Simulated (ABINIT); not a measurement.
# NaF (Villiaumite): making up for missing bands, part 2 of 2

Aim: few bands, with and without a completion of the sum over empty states, for NaF (Villiaumite).

ABINIT 10.8.3; PBE and many-body steps on it, plane waves. Known limits of the many-body steps: not at the basis limit.

So far. Step 4 (216 bands): The gap on the mesh goes from 6.39 eV to 10.66 eV, a correction of +4.27 eV. Step 6 (26 bands): Against G0W0 in ABINIT (6×6×6 mesh, 216 bands, screening to 304.8 eV, Godby-Needs plasmon pole), the gap moves by −0.186 eV.

The database entry behind the starting cell differs from later determinations by our own check (0.1 to 0.3 % short, probably kX units), so it need not match the best structure at ambient conditions.

## (7) Screening, 6×6×6 mesh, 26 bands, screening to 304.8 eV

This step: RPA screening on PBE, plane waves, norm-conserving pseudopotentials.

run.abi

```
acell 3*1.0 Angstrom
rprim 
  0.000000000000 2.310000000000 2.310000000000
  2.310000000000 0.000000000000 2.310000000000
  2.310000000000 2.310000000000 0.000000000000
ntypat 2
znucl 11 9
natom 2
typat 1 2
xred 
  0.000000000000 0.000000000000 0.000000000000
  0.500000000000 0.500000000000 0.500000000000
pp_dirpath "pseudos"
pseudos "Na.upf, F.upf"
ecut 38
ngkpt 6 6 6
nshiftk 1
shiftk 0 0 0
kptopt 1
chksymbreak 0
istwfk *1
occopt 1
irdwfk 1
optdriver 3
nband 26
ecuteps 11.2
inclvkb 2
awtr 1
symchi 1
gwcomp 1
gwencomp 1.5
indata_prefix "in"
outdata_prefix "out"
tmpdata_prefix "tmp"
```

The run is started by

```bash
OMP_NUM_THREADS=1 mpirun -n 4 abinit run.abi > log
```

The log of the run:

```text
.Version 10.8.3 of ABINIT. v10.8.2 released Aug 2026.

 Symmetries : space group Fm -3 m (#225); Bravais cF (face-center cubic)
[... echo of the input left out ...]
== DATASET  1 ==================================================================
-   mpi_nproc: 4, omp_nthreads: 1 (-1 if OMP is not activated)

--- !DatasetInfo
iteration_state: {dtset: 1, }
dimensions: {natom: 2, nkpt: 16, mband: 26, nsppol: 1, nspinor: 1, nspden: 1, mpw: 1874, }
cutoff_energies: {ecut:  38.0, pawecutdg:  -1.0, }
[...]
--------------------------------------------------------------------------------
[... chi0 elements left out ...]
 For q-point:  0.000010 0.000020 0.000030
  dielectric constant =   1.7694
  dielectric constant without local fields =   1.8448

  Average fulfillment of the sum rule on Im[epsilon] for q-point    1 :     84.84  [%]
[... wings left out ...]
  q-point number  2        q = ( 0.166667, 0.000000, 0.000000) [r.l.u.]
--------------------------------------------------------------------------------
[... chi0 elements left out ...]
  Average fulfillment of the sum rule on Im[epsilon] for q-point    2 :    100.95  [%]

 [... 14 further q-points ...]
```

Elapsed: 2.7 min, on 4 MPI ranks of AMD EPYC 7R43, shared host; peak memory 0.77 GiB.

Numbers from this step:

- ε∞ with local fields, on this mesh, along the program's q direction: 1.769
- the same without local fields: 1.845
- plasma frequency: 29.91 eV
- plane waves in the screening matrix: 307

## (8) 26 bands, completed

This step: G0W0 on PBE, plane waves, norm-conserving pseudopotentials.

run.abi, as its differences from that of step 7:

```diff
@@ -23,8 +23,15 @@
 irdwfk 1
-optdriver 3
+optdriver 4
 nband 26
+gwcalctyp 0
+ecutsigx 38
+symsigma 1
+nkptgw 1
+kptgw 
+  0.0000000000 0.0000000000 0.0000000000
+bdgw 
+  6 12
 ecuteps 11.2
-inclvkb 2
-awtr 1
-symchi 1
+irdscr 1
+ppmodel 1
 gwcomp 1
```

The log of the run:

```text
.Version 10.8.3 of ABINIT. v10.8.2 released Aug 2026.

 Symmetries : space group Fm -3 m (#225); Bravais cF (face-center cubic)
[... echo of the input left out ...]
== DATASET  1 ==================================================================
-   mpi_nproc: 4, omp_nthreads: 1 (-1 if OMP is not activated)

--- !DatasetInfo
iteration_state: {dtset: 1, }
dimensions: {natom: 2, nkpt: 16, mband: 26, nsppol: 1, nspinor: 1, nspden: 1, mpw: 1874, }
cutoff_energies: {ecut:  38.0, pawecutdg:  -1.0, }
[...]
10  17.827  -7.169  -2.170  -3.257   0.904  -0.106  -5.594   1.575  19.402
       11  17.827  -7.169  -2.170  -3.257   0.904  -0.106  -5.594   1.575  19.402
       12  17.827  -7.169  -2.170  -3.257   0.904  -0.106  -5.594   1.575  19.402

== END DATASET(S) ==============================================================
================================================================================

 -outvars: echo values of variables after computation  --------
           etotal      0.0000000000E+00
            nband          26
             nkpt          16
          spgroup         225
 [... the other variables as echoed above ...]

 Calculation completed.
```

Wall time 9.4 s (4 MPI ranks); peak memory 0.9 GiB.

This step gave:

```yaml
g0w0_gap_on_the_points_computed: 11.20 eV
starting_gap_on_the_mesh: 6.390 eV
k_of_the_valence_top: 0, 0, 0
k_of_the_conduction_bottom: 0, 0, 0
least_direct_g0w0_gap_on_the_computed_points: 11.20 eV
```

Against G0W0 in ABINIT (6×6×6 mesh, 216 bands, screening to 304.8 eV, Godby-Needs plasmon pole), the gap moves by +0.536 eV.

## (9) Screening, 6×6×6 mesh, 81 bands, screening to 304.8 eV

This step: RPA screening on PBE, plane waves, norm-conserving pseudopotentials.

run.abi, as its differences from that of step 8:

```diff
@@ -23,17 +23,8 @@
 irdwfk 1
-optdriver 4
-nband 26
-gwcalctyp 0
-ecutsigx 38
-symsigma 1
-nkptgw 1
-kptgw 
-  0.0000000000 0.0000000000 0.0000000000
-bdgw 
-  6 12
+optdriver 3
+nband 81
 ecuteps 11.2
-irdscr 1
-ppmodel 1
-gwcomp 1
-gwencomp 1.5
+inclvkb 2
+awtr 1
+symchi 1
 indata_prefix "in"
```

The log of the run:

```text
.Version 10.8.3 of ABINIT. v10.8.2 released Aug 2026.

 Symmetries : space group Fm -3 m (#225); Bravais cF (face-center cubic)
[... echo of the input left out ...]
== DATASET  1 ==================================================================
-   mpi_nproc: 4, omp_nthreads: 1 (-1 if OMP is not activated)

--- !DatasetInfo
iteration_state: {dtset: 1, }
dimensions: {natom: 2, nkpt: 16, mband: 81, nsppol: 1, nspinor: 1, nspden: 1, mpw: 1874, }
cutoff_energies: {ecut:  38.0, pawecutdg:  -1.0, }
[...]
--------------------------------------------------------------------------------
[... chi0 elements left out ...]
 For q-point:  0.000010 0.000020 0.000030
  dielectric constant =   1.7951
  dielectric constant without local fields =   1.8956

  Average fulfillment of the sum rule on Im[epsilon] for q-point    1 :     58.56  [%]
[... wings left out ...]
  q-point number  2        q = ( 0.166667, 0.000000, 0.000000) [r.l.u.]
--------------------------------------------------------------------------------
[... chi0 elements left out ...]
  Average fulfillment of the sum rule on Im[epsilon] for q-point    2 :     76.00  [%]

 [... 14 further q-points ...]
```

Elapsed: 1.9 min, on 4 MPI ranks; peak memory 0.97 GiB.

Numbers from this step:

```yaml
eps_infinity_with_local_fields_on_this_mesh_along_the_program_s_q_direction: 1.795
the_same_without_local_fields: 1.896
plasma_frequency: 29.91 eV
plane_waves_in_the_screening_matrix: 307
```

## (10) 81 bands

This step: G0W0 on PBE, plane waves, norm-conserving pseudopotentials.

run.abi, as its differences from that of step 9:

```diff
@@ -23,8 +23,15 @@
 irdwfk 1
-optdriver 3
+optdriver 4
 nband 81
+gwcalctyp 0
+ecutsigx 38
+symsigma 1
+nkptgw 1
+kptgw 
+  0.0000000000 0.0000000000 0.0000000000
+bdgw 
+  6 12
 ecuteps 11.2
-inclvkb 2
-awtr 1
-symchi 1
+irdscr 1
+ppmodel 1
 indata_prefix "in"
```

The log of the run:

```text
.Version 10.8.3 of ABINIT. v10.8.2 released Aug 2026.

 Symmetries : space group Fm -3 m (#225); Bravais cF (face-center cubic)
[... echo of the input left out ...]
== DATASET  1 ==================================================================
-   mpi_nproc: 4, omp_nthreads: 1 (-1 if OMP is not activated)

--- !DatasetInfo
iteration_state: {dtset: 1, }
dimensions: {natom: 2, nkpt: 16, mband: 81, nsppol: 1, nspinor: 1, nspden: 1, mpw: 1874, }
cutoff_energies: {ecut:  38.0, pawecutdg:  -1.0, }
[...]
10  17.827  -7.169  -2.170  -3.127   0.906  -0.104  -5.474   1.695  19.522
       11  17.827  -7.169  -2.170  -3.127   0.906  -0.104  -5.474   1.695  19.522
       12  17.827  -7.169  -2.170  -3.127   0.906  -0.104  -5.474   1.695  19.522

== END DATASET(S) ==============================================================
================================================================================

 -outvars: echo values of variables after computation  --------
           etotal      0.0000000000E+00
            nband          81
             nkpt          16
          spgroup         225
 [... the other variables as echoed above ...]

 Calculation completed.
```

Run time: 19 s. Hardware: 4 MPI ranks; peak memory 1.2 GiB.

This step gave:

```
G0W0 gap on the points computed              : 10.48 eV
starting gap on the mesh                     : 6.390 eV
k of the valence top                         : 0, 0, 0
k of the conduction bottom                   : 0, 0, 0
least direct G0W0 gap on the computed points : 10.48 eV
```

Against G0W0 in ABINIT (6×6×6 mesh, 216 bands, screening to 304.8 eV, Godby-Needs plasmon pole), the gap moves by −0.183 eV.

## (11) Screening, 6×6×6 mesh, 81 bands, screening to 304.8 eV

This step: RPA screening on PBE, plane waves, norm-conserving pseudopotentials.

run.abi, as its differences from that of step 10:

```diff
@@ -23,15 +23,10 @@
 irdwfk 1
-optdriver 4
+optdriver 3
 nband 81
-gwcalctyp 0
-ecutsigx 38
-symsigma 1
-nkptgw 1
-kptgw 
-  0.0000000000 0.0000000000 0.0000000000
-bdgw 
-  6 12
 ecuteps 11.2
-irdscr 1
-ppmodel 1
+inclvkb 2
+awtr 1
+symchi 1
+gwcomp 1
+gwencomp 1.5
 indata_prefix "in"
```

The log of the run:

```text
.Version 10.8.3 of ABINIT. v10.8.2 released Aug 2026.

 Symmetries : space group Fm -3 m (#225); Bravais cF (face-center cubic)
[... echo of the input left out ...]
== DATASET  1 ==================================================================
-   mpi_nproc: 4, omp_nthreads: 1 (-1 if OMP is not activated)

--- !DatasetInfo
iteration_state: {dtset: 1, }
dimensions: {natom: 2, nkpt: 16, mband: 81, nsppol: 1, nspinor: 1, nspden: 1, mpw: 1874, }
cutoff_energies: {ecut:  38.0, pawecutdg:  -1.0, }
[...]
--------------------------------------------------------------------------------
[... chi0 elements left out ...]
 For q-point:  0.000010 0.000020 0.000030
  dielectric constant =   1.7957
  dielectric constant without local fields =   1.8956

  Average fulfillment of the sum rule on Im[epsilon] for q-point    1 :     98.36  [%]
[... wings left out ...]
  q-point number  2        q = ( 0.166667, 0.000000, 0.000000) [r.l.u.]
--------------------------------------------------------------------------------
[... chi0 elements left out ...]
  Average fulfillment of the sum rule on Im[epsilon] for q-point    2 :    105.47  [%]

 [... 14 further q-points ...]
```

The job ended after 4.6 min (4 MPI ranks; peak memory 1.1 GiB).

Numbers from this step:

```
ε∞ with local fields, on this mesh, along the program's q direction : 1.796
the same without local fields                                       : 1.896
plasma frequency                                                    : 29.91 eV
plane waves in the screening matrix                                 : 307
```

## (12) 81 bands, completed

This step: G0W0 on PBE, plane waves, norm-conserving pseudopotentials.

run.abi, as its differences from that of step 11:

```diff
@@ -23,8 +23,15 @@
 irdwfk 1
-optdriver 3
+optdriver 4
 nband 81
+gwcalctyp 0
+ecutsigx 38
+symsigma 1
+nkptgw 1
+kptgw 
+  0.0000000000 0.0000000000 0.0000000000
+bdgw 
+  6 12
 ecuteps 11.2
-inclvkb 2
-awtr 1
-symchi 1
+irdscr 1
+ppmodel 1
 gwcomp 1
```

The log of the run:

```text
.Version 10.8.3 of ABINIT. v10.8.2 released Aug 2026.

 Symmetries : space group Fm -3 m (#225); Bravais cF (face-center cubic)
[... echo of the input left out ...]
== DATASET  1 ==================================================================
-   mpi_nproc: 4, omp_nthreads: 1 (-1 if OMP is not activated)

--- !DatasetInfo
iteration_state: {dtset: 1, }
dimensions: {natom: 2, nkpt: 16, mband: 81, nsppol: 1, nspinor: 1, nspden: 1, mpw: 1874, }
cutoff_energies: {ecut:  38.0, pawecutdg:  -1.0, }
[...]
10  17.827  -7.169  -2.170  -3.278   0.905  -0.105  -5.612   1.557  19.384
       11  17.827  -7.169  -2.170  -3.278   0.905  -0.105  -5.612   1.557  19.384
       12  17.827  -7.169  -2.170  -3.278   0.905  -0.105  -5.612   1.557  19.384

== END DATASET(S) ==============================================================
================================================================================

 -outvars: echo values of variables after computation  --------
           etotal      0.0000000000E+00
            nband          81
             nkpt          16
          spgroup         225
 [... the other variables as echoed above ...]

 Calculation completed.
```

Elapsed: 19 s, on 4 MPI ranks; peak memory 1.2 GiB; 76 s of CPU time.

Numbers from this step:

- G0W0 gap on the points computed: 10.88 eV
- starting gap on the mesh: 6.390 eV
- k of the valence top: 0, 0, 0
- k of the conduction bottom: 0, 0, 0
- least direct G0W0 gap on the computed points: 10.88 eV

Against G0W0 in ABINIT (6×6×6 mesh, 216 bands, screening to 304.8 eV, Godby-Needs plasmon pole), the gap moves by +0.217 eV.

## (13) The runs together

Times are wall times on 4 MPI ranks of AMD EPYC 7R43, shared host, good to a factor of about two. A run's time includes the screening step that it read.

```csv
run,mesh,bands,screening cutoff (eV),DFT gap (eV),gap on the mesh (eV),direct (eV),ε∞ used,time
216 bands,6×6×6,216,304.8,6.390,10.660,10.660,1.80,5.9 min
26 bands,6×6×6,26,304.8,6.390,10.474,10.474,1.77,45 s
"26 bands, completed",6×6×6,26,304.8,6.390,11.196,11.196,1.77,2.9 min
81 bands,6×6×6,81,304.8,6.390,10.477,10.477,1.80,2.2 min
"81 bands, completed",6×6×6,81,304.8,6.390,10.877,10.877,1.80,4.9 min
```

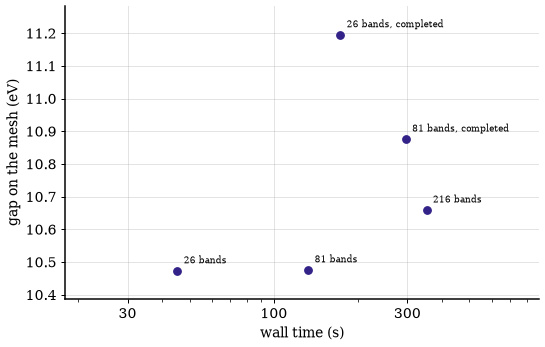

Result against wall time.

## (14) Results

```
216 bands           : 10.660 eV
26 bands            : 10.474 eV
26 bands, completed : 11.196 eV
81 bands            : 10.477 eV
81 bands, completed : 10.877 eV
```

26 bands: −0.186 eV against 216 bands. 26 bands, completed: +0.536 eV against 216 bands. 81 bands: −0.183 eV against 216 bands. 81 bands, completed: +0.217 eV against 216 bands. The row with most bands is itself short of the limit, so it is no exact reference, and agreement of a truncated run with it can be a cancellation between the edges. In the G0W0 runs levels were corrected at 1 k point alone, so a gap called «on the mesh» is the least over those, and an edge elsewhere would be missed.

[Paths, hosts, dates, memory and timing lines, banners, echoed tables and standing remarks are left out of the program output.]

[Logs are printed without paths, hosts, clocks, repeated set-up lines and the standing remarks that a program may print on its own settings, such as how far it seeks lower states.]

[Runs of the session that timed out or met a known fault of the program may be left out.]

[Hosts, paths, dates, database ids (printed as entryN), source tags and the programs' standing remarks are cut or masked in the printed files.]

[G0W0 gaps are taken among the corrected bands and points alone; a level outside them can change the order at an edge.]

[Where Ansatz stands beside ABINIT at settings called matched, ABINIT's density can come from a denser mesh and the files from another edition; pairs whose starting gaps differed by over 0.03 eV were left out, so agreement reads better than it is.]
